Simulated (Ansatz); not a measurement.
## Response to strain in SiC

The reference is SiC in the zinc blende structure (space group F-43m, No. 216; a = 4.3797 Å).

Strains are applied to the cell and any free atomic positions relax.

Method: plane-wave PAW DFT at the PBE level (Ansatz, a first-principles code, 420 eV), no spin-orbit coupling, earlier PAW set.

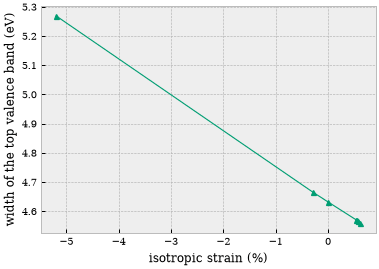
Width of the top valence band against isotropic strain

| isotropic strain (%) | width of the top valence band |
|---|---|
| -5.19 | 5.27 eV |
| -0.29 | 4.67 eV |
| 0.54 | 4.57 eV |
| 0.55 | 4.57 eV |
| 0.57 | 4.57 eV |
| 0.62 | 4.56 eV |

The levels and masses belong to the bands next to the band gap. No phonon test of stability was made.
